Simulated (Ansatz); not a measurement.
# H5NSi···HCl: what the fields show

```xyz
9

Si   -0.4886   -0.0700   -0.4505
Cl   -0.1589    0.6389    3.2851
H     0.5828   -1.0306   -0.0308
H     0.0037    1.3456   -0.4691
H    -0.9692   -0.4417   -1.8317
N    -1.7652   -0.1524    0.7936
H    -2.1608   -1.0856    0.9627
H    -2.5428    0.5089    0.6757
H    -0.9515    0.2869    2.2400
```

All numbers below come from RKS PBE/def2-SVP in Ansatz 0.2.0.

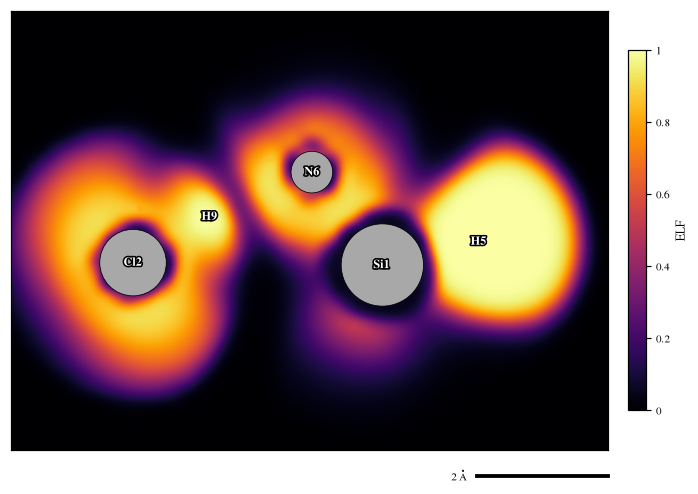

Figure 1. ELF on the plane of atoms H5, Si1 and N6. Grey discs cover the atomic cores.

### Read the bonding off the picture.

- The section cuts through Si, Cl, H and N sites.
- N6···H9 (1.72 Å): the ELF dips to about 0.30 between them.
- Si–N (1.78 Å): the ELF peaks at about 0.90 between the atoms: a shared but strongly polarised pair.
- Cl–H (1.36 Å): the ELF climbs to about 1 towards the hydrogen, as it does in any bond to H: an ordinary covalent bond to hydrogen.
- Si–H (1.51 Å): the ELF climbs to about 1 towards the hydrogen.
- The ELF also peaks beside Cl2, away from the bonds: lone-pair regions.

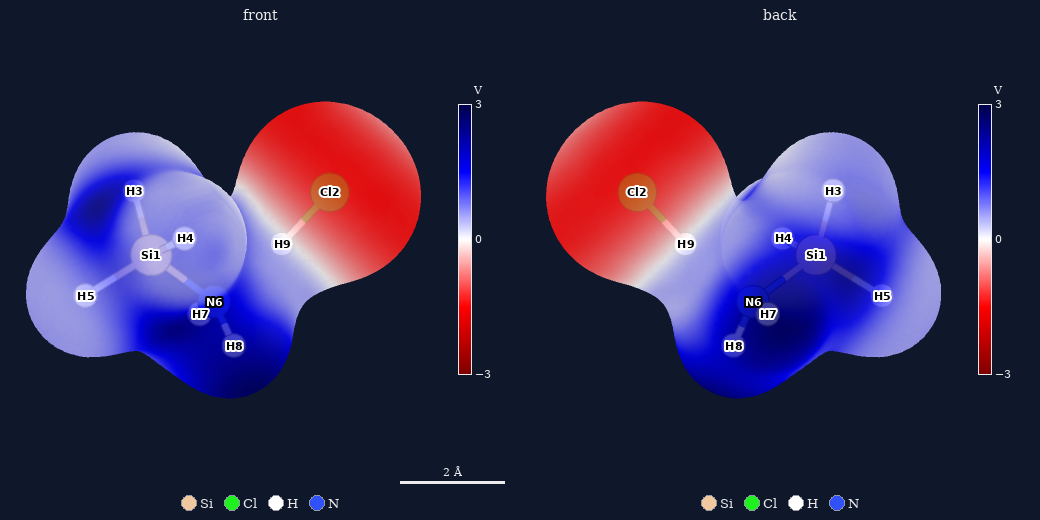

Figure 2. The molecular electrostatic potential painted on the density surface at 0.004 e/bohr³, seen from the front and from behind; red is negative and blue positive.

### Describe the electrostatic potential map.

The most negative region (about −1.4 V) lies over Cl2, the most positive (about +2.8 V) over H7 and H8.

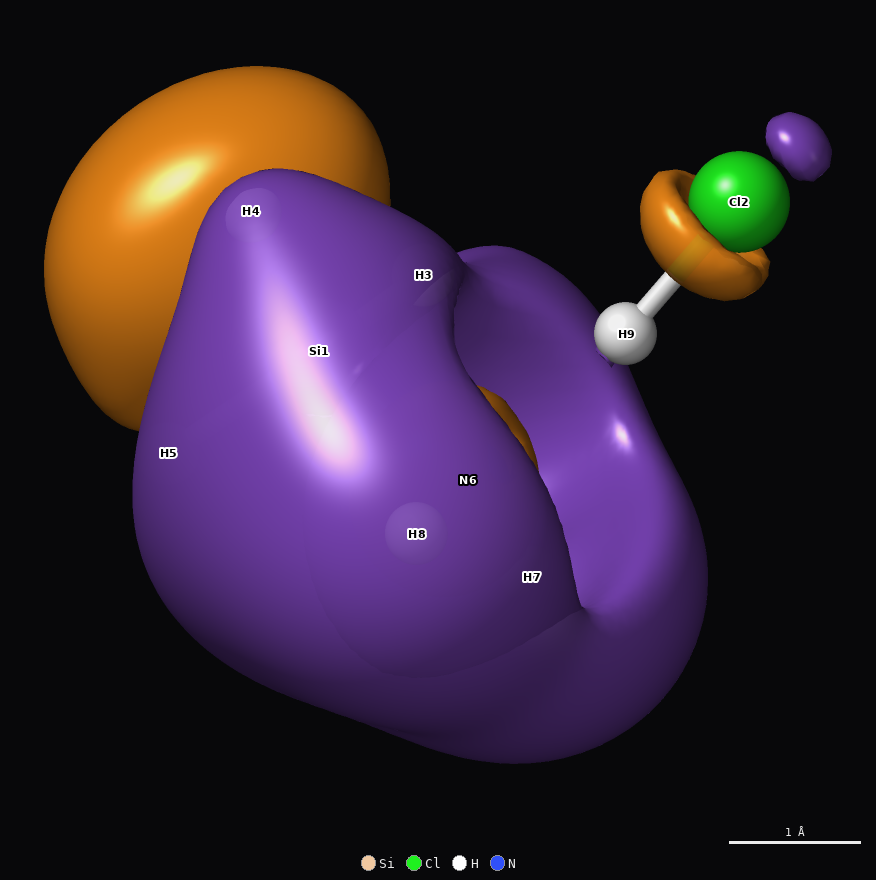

Figure 3. The LUMO at ±0.08 Å⁻³ᐟ² (orange and purple are the two phases), seen at a tilt.

### What is the character of this orbital?

It lies mainly on Si1 (about 45 %), N6 (about 15 %), H7 (about 10 %) and H8 (about 10 %). Its energy is −0.70 eV.

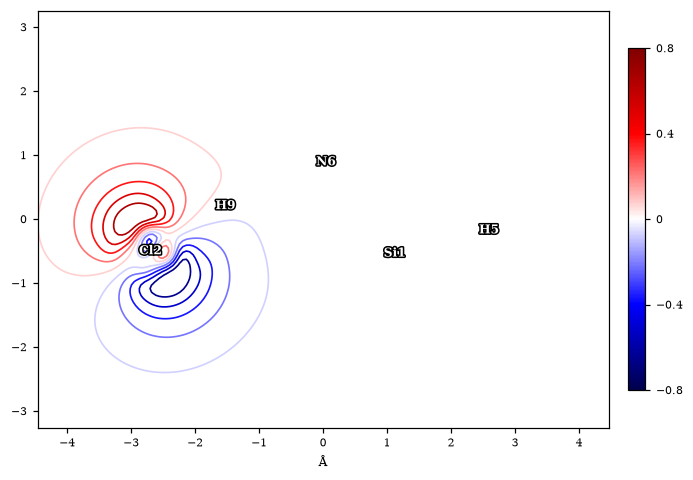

Figure 4. The HOMO−1 on the plane of atoms H5, Si1 and N6 (values in Å⁻³ᐟ²; the overall sign is arbitrary).

### Where does this orbital lie, and at what energy?

Its weight (Hirshfeld) is mainly on Cl2 (about 95 %); largely a lone pair of Cl2. Its energy is −6.21 eV.
